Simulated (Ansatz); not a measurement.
**What a change does: single-point calculation on C₂H₄F₃InO**

System: C₂H₄F₃InO, SMILES FC(F)(F)C[O][InH2].
Method of run 1: RKS B2PLYP (frozen core)/def2-TZVPP (Ansatz 0.2.0).

The geometry comes from this level: PBE0-D4/def2-TZVP. Text and figures count atoms from 1; the logs count them from 0 in places.

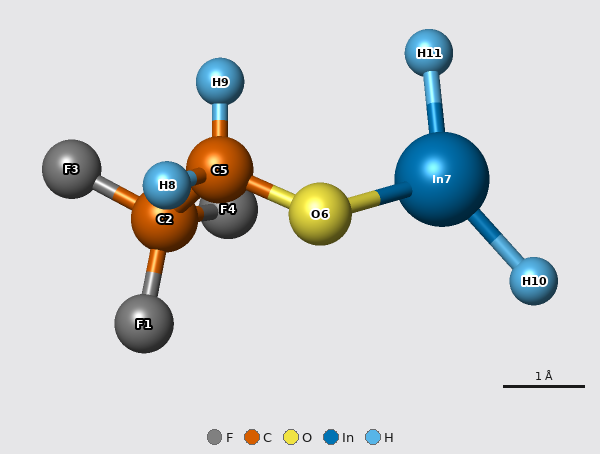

Fig. 1: The input geometry (ball-and-stick view, seen at a tilt; atoms are numbered from 1 in the order of the input). Sticks mark near contacts. Bond lengths as drawn: C–C 1.52 Å, C–F 1.33 to 1.36 Å, C–H 1.10 Å, C–O 1.38 Å, H–In 1.70 to 1.71 Å and In–O 2.02 Å.

## Input file, run 1
```yaml
crystal:
  periodic: [false, false, false]
  atoms:
    - {symbol: F, position_ang: [0.249067, -0.666329, 2.155169]}
    - {symbol: C, position_ang: [-0.386677, -0.864663, 1.001854]}
    - {symbol: F, position_ang: [-1.385531, -1.722317, 1.225130]}
    - {symbol: F, position_ang: [0.496644, -1.490536, 0.178973]}
    - {symbol: C, position_ang: [-0.880594, 0.421841, 0.368531]}
    - {symbol: O, position_ang: [0.169246, 1.241036, 0.019071]}
    - {symbol: In, position_ang: [1.363274, 0.748772, -1.531984]}
    - {symbol: H, position_ang: [-1.525877, 0.908942, 1.111245]}
    - {symbol: H, position_ang: [-1.519951, 0.116056, -0.475699]}
    - {symbol: H, position_ang: [2.902078, 1.441487, -1.327730]}
    - {symbol: H, position_ang: [0.518312, -0.134269, -2.724571]}
basis:
  gaussian: {orbitals: def2-TZVPP}
hamiltonian: {xc: {name: B2PLYP}}
```

Command:
```bash
ansatz run in.yaml --threads 4 --pin off --events-out ev --progress --plain --max-ram 11315MiB
```

Hardware: 4 threads of Arm Neoverse V1, 23 GiB of memory available, shared host.

## Output (run 1)
```
Functional definition: B2PLYP
  parameter a = 0.53
  parameter c = 0.27
  exchange = (1 - a)*b88_x + a*exact_x
  correlation = (1 - c)*lyp_c + c*(mp2_os + mp2_ss)
2025 factors; integrals over basis functions are off by at most 8.7e-4 eV
mean field evaluation 1: about -17482.4068 eV, gradient 6.1e1 eV
mean field evaluation 2: about -17482.5392 eV, gradient 6.1e1 eV
mean field evaluation 4: about -17488.5191 eV, gradient 1.2e1 eV
mean field evaluation 8: about -17488.7561 eV, gradient 5.5e-1 eV
mean field evaluation 16: about -17488.7568 eV, gradient 3.9e-4 eV
mean field -17488.75684619 eV, -642.6999597922 hartree, gradient 4.0e-6 eV, S^2 0.000000; 0 other end points of the search recorded, 0 dependent functions left out
10 core orbitals not correlated: weight in the atoms' cores, before any rotation towards them, 1.000 or more for the frozen orbitals, at most 0.000 for the correlated occupied ones
reference -17488.75702974 eV, -642.6999665378 hartree; 26, 26 occupied and 256, 256 virtual orbitals, 2025 factors
second order -51.89210568 eV of doubles, -0.00000000 eV of singles
Total energy: -17502.76789828 eV, -643.2148564596 hartree
```

The input of run 2 differs as follows (lines with − go, lines with + come):
```diff
-    - {symbol: F, position_ang: [0.249067, -0.666329, 2.155169]}
-    - {symbol: C, position_ang: [-0.386677, -0.864663, 1.001854]}
-    - {symbol: F, position_ang: [-1.385531, -1.722317, 1.225130]}
-    - {symbol: F, position_ang: [0.496644, -1.490536, 0.178973]}
-    - {symbol: C, position_ang: [-0.880594, 0.421841, 0.368531]}
-    - {symbol: O, position_ang: [0.169246, 1.241036, 0.019071]}
-    - {symbol: In, position_ang: [1.363274, 0.748772, -1.531984]}
-    - {symbol: H, position_ang: [-1.525877, 0.908942, 1.111245]}
-    - {symbol: H, position_ang: [-1.519951, 0.116056, -0.475699]}
-    - {symbol: H, position_ang: [2.902078, 1.441487, -1.327730]}
-    - {symbol: H, position_ang: [0.518312, -0.134269, -2.724571]}
+    - {symbol: F, position_ang: [0.190688, -0.533435, 2.299975]}
+    - {symbol: C, position_ang: [-0.346464, -0.921829, 0.982676]}
+    - {symbol: F, position_ang: [-1.384540, -1.588571, 1.260149]}
+    - {symbol: F, position_ang: [0.606660, -1.419323, 0.120314]}
+    - {symbol: C, position_ang: [-1.006628, 0.382125, 0.330058]}
+    - {symbol: O, position_ang: [0.090470, 1.216742, -0.034033]}
+    - {symbol: In, position_ang: [1.350287, 0.785453, -1.619244]}
+    - {symbol: H, position_ang: [-1.682393, 0.903536, 1.103062]}
+    - {symbol: H, position_ang: [-1.508201, 0.180077, -0.458499]}
+    - {symbol: H, position_ang: [2.890667, 1.436900, -1.364262]}
+    - {symbol: H, position_ang: [0.670474, 0.027352, -2.563135]}
-hamiltonian: {xc: {name: B2PLYP}}
+hamiltonian: {xc: {name: B97}}
+output: {forces: true}
```

What does this change do to the results?

The total energies belong to different methods, so their difference says nothing on which is more stable or more accurate. The functional changes from B2PLYP to B97.

## Output (run 2)
```
Functional definition: B97
  parameter cx = 0.1943
  parameter cx0 = 0.8094
  parameter cx1 = 0.5073
  parameter cx2 = 0.7481
  parameter css0 = 0.1737
  parameter css1 = 2.3487
  parameter css2 = -2.4868
  parameter cos0 = 0.9454
  parameter cos1 = 0.7471
  parameter cos2 = -4.5961
  exchange = spin_sum(e_x_unif_s*poly(b97_u_x, cx0, cx1, cx2)) + cx*exact_x
  correlation = spin_sum(e_c_pw_same_spin*poly(b97_u_same, css0, css1, css2))
      + integral(e_c_pw_opposite_spin*poly(b97_u_opposite, cos0, cos1, cos2))
1680 factors; their error is unknown
mean field evaluation 1: about -17500.6837 eV, gradient 7.1e1 eV
mean field evaluation 2: about -17428.1680 eV, gradient 1.7e2 eV
mean field evaluation 4: about -17509.5433 eV, gradient 1.1e1 eV
mean field evaluation 8: about -17509.7657 eV, gradient 1.3e-1 eV
mean field evaluation 16: about -17509.8145 eV, gradient 7.5e-4 eV
mean field -17509.81446726 eV, -643.4738130932 hartree, gradient 3.2e-5 eV, S^2 0.000000; 0 other end points of the search recorded, 0 dependent functions left out
the calculation of the forces begins
reference -17509.81450194 eV, -643.4738143677 hartree; 36, 36 occupied and 256, 256 virtual orbitals, 1680 factors
Total energy: -17509.81450194 eV, -643.4738143677 hartree
Atom 0 at     0.190688    -0.533435     2.299975 Å, force     0.023307    -1.382258    -3.019964 eV/Å
Atom 1 at    -0.346464    -0.921829     0.982676 Å, force     0.054027     6.373316     0.686236 eV/Å
Atom 2 at    -1.384540    -1.588571     1.260149 Å, force    -1.429924    -4.341890     0.501798 eV/Å
Atom 3 at     0.606660    -1.419323     0.120314 Å, force    -1.029760    -0.729615     1.914574 eV/Å
Atom 4 at    -1.006628     0.382125     0.330058 Å, force     5.982547     2.623037     5.792427 eV/Å
Atom 5 at     0.090470     1.216742    -0.034033 Å, force    -0.345354     0.361370    -0.049073 eV/Å
Atom 6 at     1.350287     0.785453    -1.619244 Å, force     3.432349     4.223940     5.692982 eV/Å
Atom 7 at    -1.682393     0.903536     1.103062 Å, force     1.061215    -0.870985    -0.845283 eV/Å
Atom 8 at    -1.508201     0.180077    -0.458499 Å, force    -3.812490    -2.092609    -5.300206 eV/Å
Atom 9 at     2.890667     1.436900    -1.364262 Å, force     0.051707     0.201727     0.162238 eV/Å
Atom 10 at     0.670474     0.027352    -2.563135 Å, force    -3.987623    -4.366032    -5.535731 eV/Å
Dipole moment:    -0.063154    -0.108501    -0.670897 e Å
```

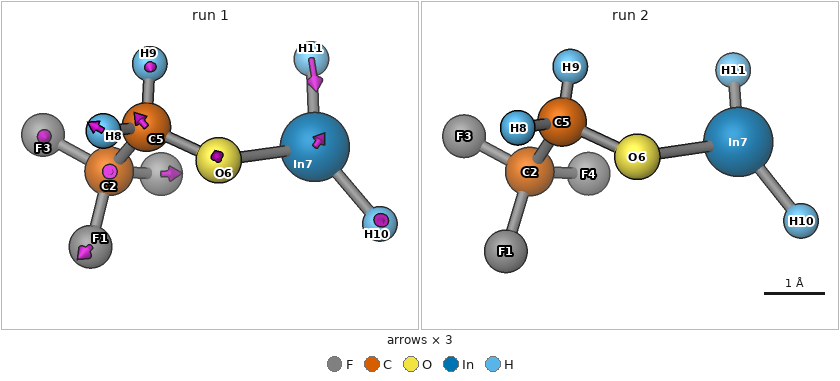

Fig. 2: The two input geometries at one scale (ball-and-stick view, seen at a tilt). The pink arrows on the first give the shifts of the atoms after the best rigid fit, magnified 3 times. H11 moves most after the best rigid fit: 0.23 Å. By element the largest moves are H 0.23 Å, F 0.14 Å, C 0.12 Å, In 0.11 Å, O 0.09 Å. Among the contacts that change: In7–H11 1.708 → 1.388 Å, C5–H9 1.102 → 0.956 Å, F1–C2 1.332 → 1.475 Å, C2–C5 1.517 → 1.601 Å.

## The two runs side by side

| quantity | run 1 | run 2 |
| --- | --- | --- |
| outcome | converged | converged |
| total energy (hartree) | −643.214856 | −643.473814 |
| basis functions | 292 | 292 |
| dipole moment (D) | – | 3.28 |
| largest force (eV/Å) | – | 8.731 |
| wall time (shared host) | 13 s | 16 s |
